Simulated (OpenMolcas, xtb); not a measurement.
# BCl (SMILES [B]Cl): methods side by side

BCl has 2 atoms, charge 0, and is taken as a singlet. As SMILES, `[B]Cl`. The shape is that of a PBE0-D4/def2-TZVP optimisation.

```csv
atom,x (Å),y (Å),z (Å)
B,0.0000,0.0000,-0.0697
Cl,0.0000,0.0000,1.6482
```

Quantity: the HOMO–LUMO gap, in eV. The values are calculated.

| level | kind | program | value (eV) | CPU time |
| --- | --- | --- | --- | --- |
| GFN0-xTB | semi-empirical | xtb | 3.27 | under 2 s |
| HF/def2-TZVPPD | Hartree–Fock | OpenMolcas | 11.71 | 5.1 s |
| SVWN5/def2-TZVPPD | LDA | OpenMolcas | 3.15 | 9.4 s |
| BLYP/def2-TZVPPD | GGA | OpenMolcas | 3.34 | 11 s |
| M06-L/def2-TZVPPD | meta-GGA | OpenMolcas | 3.86 | 16 s |
| B3LYP/def2-TZVPPD | global hybrid | OpenMolcas | 5.12 | 12 s |
| B2PLYP/def2-TZVPPD | double hybrid | OpenMolcas | 8.02 | 8.9 s |

The values span 3.15 to 11.71 eV. Orbital gaps aren't excitation energies, and those of double hybrids come from the SCF part alone; they tend to grow with the share of exact exchange. CPU times are rough (shared hosts, several kinds of processor): they show what a rung costs within a factor of a few.

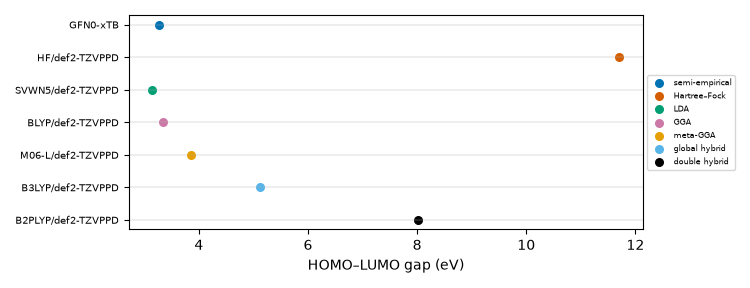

The values of the table, level by level.
